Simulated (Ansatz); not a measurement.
# C2H5F2In (SMILES C[CH](F)[InH][F]): what the fields show

Input file:

```
crystal:
  periodic: [false, false, false]
  atoms:
    - {symbol: C, position_ang: [-0.945190, -0.923744, 0.076008]}
    - {symbol: C, position_ang: [0.419566, -0.432452, 0.485098]}
    - {symbol: F, position_ang: [0.526248, -0.427552, 1.875881]}
    - {symbol: In, position_ang: [0.865112, 1.541162, -0.310137]}
    - {symbol: F, position_ang: [0.376130, 1.420956, -2.219289]}
    - {symbol: H, position_ang: [-1.110913, -1.942102, 0.440876]}
    - {symbol: H, position_ang: [-1.022202, -0.926371, -1.014094]}
    - {symbol: H, position_ang: [-1.741219, -0.289686, 0.472330]}
    - {symbol: H, position_ang: [1.190915, -1.115183, 0.113002]}
    - {symbol: H, position_ang: [1.441554, 3.094962, 0.080325]}
basis:
  gaussian: {orbitals: def2-TZVPP}
hamiltonian: {xc: pbe0, dispersion: d4}
output: {orbitals: {seedname: orbitals}}
```

Run with:

```sh
ansatz run in.yaml --threads 4 --pin off --events-out ev --progress --plain --max-ram 10444MiB
```

Geometry: PBE0-D4/def2-TZVP; core potentials replace the inner electrons of In.

All numbers below come from RKS PBE0-D4/def2-TZVPP (Ansatz 0.2.0).

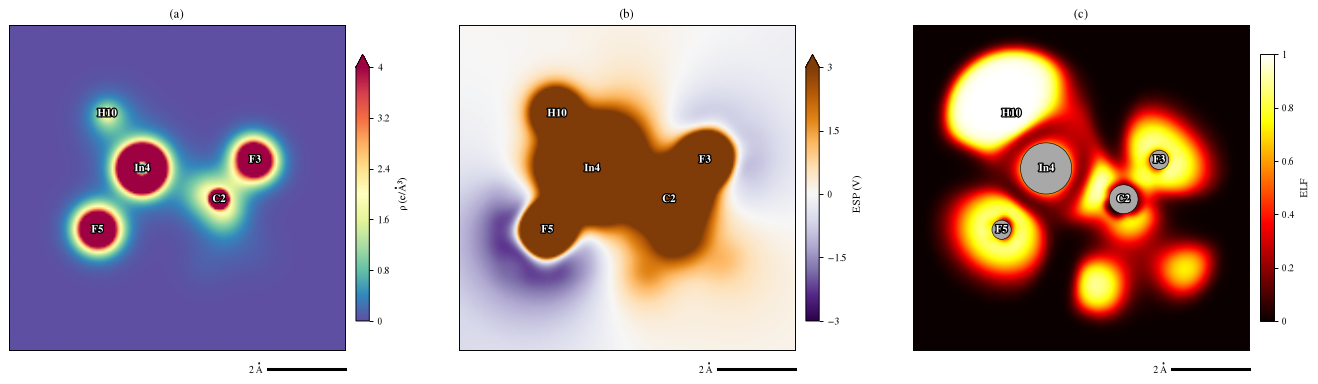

Figure 1. (a) electron density; (b) electrostatic potential; (c) electron localisation function on the plane of atoms C2, In4 and H10. Grey discs cover the atomic cores in the ELF map.

Question: What do the fields say about this system?

Answer:
- The section cuts through C, F, In and H sites.
- C–F (1.39 Å): ρ at the midpoint is about 2 e/Å³, with its minimum of 1.6 e/Å³ about 0.5 Å from C; the ELF peaks at about 0.80 between the atoms; a shared but strongly polarised pair.
- In–F (1.97 Å): the density is about 0.75 e/Å³ at the midpoint; the ELF peaks at about 0.85 in the valence shell of F, 0.6 Å from its nucleus, and drops to about 0.15 between the two atoms.
- C–In (2.17 Å): ρ is about 0.68 e/Å³ halfway; the ELF peaks at about 0.95 in the valence shell of C, 0.7 Å from its nucleus, and drops to about 0.20 between the two atoms.
- In–H (1.70 Å): the density is about 1.3 e/Å³ at the midpoint; the ELF climbs to about 1 towards the hydrogen.
- The ELF also peaks beside F5 and F3, away from the bonds: lone-pair regions.
- Outside the dense part of the molecule the potential is most negative (−2.3 V) near F5.

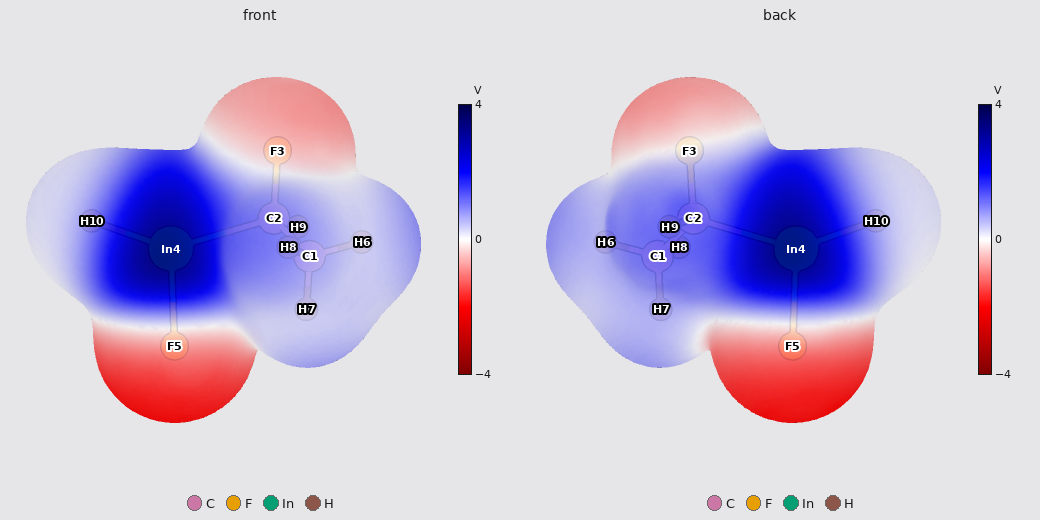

Figure 2. The electrostatic potential painted on the density surface at 0.002 e/bohr³, seen from the front and from behind; red is negative and blue positive.

Question: Where is the surface potential most negative and most positive?

Answer: The most negative region (about −1.9 V) lies over F5, the most positive (about +3.3 V) over In4.

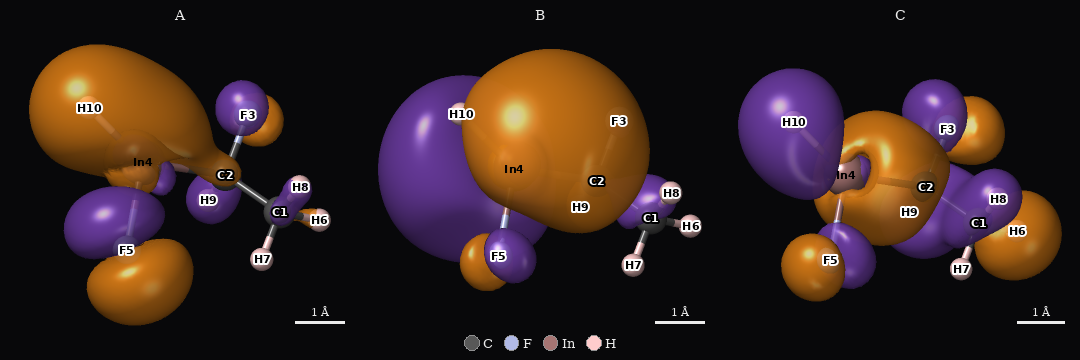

Figure 3. Three frontier orbitals at ±0.06 Å⁻³ᐟ² (orange and purple are the two phases), in no order.

Question: Which picture is the HOMO−1, the HOMO and the LUMO?

Answer: A is the HOMO−1 (−9.43 eV). Its weight (Hirshfeld) is mainly on F5 (about 55 %), In4 (about 25 %) and H10 (about 15 %). C is the HOMO (−7.63 eV). Its weight (Hirshfeld) is mainly on C2 (about 30 %), In4 (about 20 %), F3 (about 15 %), H10 (about 10 %), F5 (about 5 %) and C1 (about 5 %). B is the LUMO (−1.66 eV). It lies mainly on In4 (about 80 %).

Question: What is the HOMO–LUMO gap?

Answer: 5.97 eV between the orbital energies.
